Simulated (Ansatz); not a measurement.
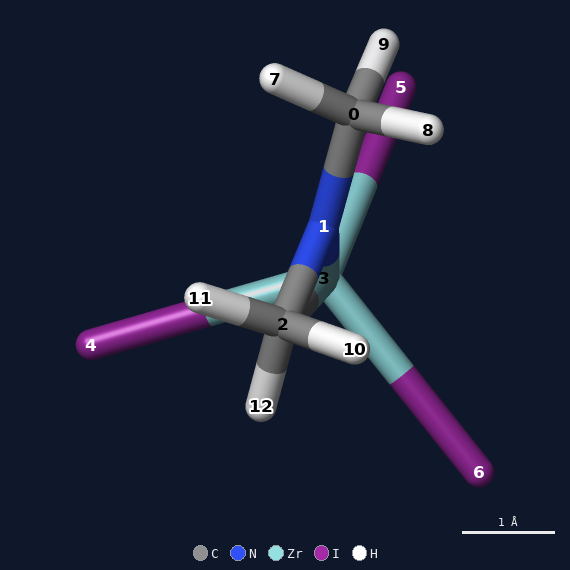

The picture shows the input geometry. Atoms are numbered from 0, in the order of the input.

Input file:

```yaml
crystal:
  periodic: [false, false, false]
  atoms:
    - {symbol: C, position_ang: [0.063427, -0.101682, 1.689726]}
    - {symbol: N, position_ang: [0.028066, -0.071042, 0.248436]}
    - {symbol: C, position_ang: [0.455478, -1.303576, -0.383038]}
    - {symbol: Zr, position_ang: [-0.471487, 1.279363, -1.094740]}
    - {symbol: I, position_ang: [-2.488688, 0.211958, -2.571348]}
    - {symbol: I, position_ang: [-1.249897, 3.515527, 0.209489]}
    - {symbol: I, position_ang: [1.730797, 1.712805, -2.627946]}
    - {symbol: H, position_ang: [-0.590669, -0.892667, 2.076964]}
    - {symbol: H, position_ang: [1.081387, -0.297788, 2.048604]}
    - {symbol: H, position_ang: [-0.268858, 0.851922, 2.100017]}
    - {symbol: H, position_ang: [1.493862, -1.540626, -0.123042]}
    - {symbol: H, position_ang: [-0.192608, -2.139657, -0.095111]}
    - {symbol: H, position_ang: [0.409219, -1.224526, -1.478011]}
basis:
  gaussian: {orbitals: STO-3G}
magnetization: {spin_polarized: true, initial_magnetization: 0}
hamiltonian: {xc: {name: PBE0-DH}}
```

Command:

```sh
ansatz run in.yaml --threads 4 --pin off --events-out ev --progress --plain --max-ram 66560MiB --backend cpu
```

Result:

```
Functional definition: PBE0-DH
  name "PBE0-DH"
  cite "Brémond & Adamo, J. Chem. Phys. 135, 024106 (2011) doi:10.1063/1.3604569"
  cite "Perdew, Burke & Ernzerhof, Phys. Rev. Lett. 77, 3865 (1996) doi:10.1103/PhysRevLett.77.3865"
  parameter a = 1/2
  parameter c = 1/8
  exchange = (1 - a)*pbe_x + a*exact_x
  correlation = (1 - c)*pbe_c + c*(mp2_os + mp2_ss)
1492 factors; integrals over basis functions are off by at most 4.4e-5 eV
mean field evaluation 1: about -658384.9524 eV, gradient 1.8e1 eV
mean field evaluation 2: about -658384.9702 eV, gradient 1.8e1 eV
mean field evaluation 4: about -658387.7931 eV, gradient 2.0e0 eV
mean field evaluation 8: about -658387.8170 eV, gradient 7.5e-2 eV
mean field evaluation 16: about -658387.8170 eV, gradient 2.4e-5 eV
mean field -658387.81701733 eV, -24195.3060040962 hartree, gradient 2.4e-6 eV, S^2 0.000000; 0 other end points of the search recorded, 0 dependent functions left out
71 core orbitals not correlated: weight in the atoms' cores, before any rotation towards them, 0.999 or more for the frozen orbitals, at most 0.000 for the correlated occupied ones
reference -658387.81703236 eV, -24195.3060046484 hartree; 41, 41 occupied and 17, 17 virtual orbitals, 1492 factors
second order -10.54239396 eV of doubles, -0.00000000 eV of singles
Total energy: -658389.13483161 eV, -24195.3544328775 hartree
```

The run converged.
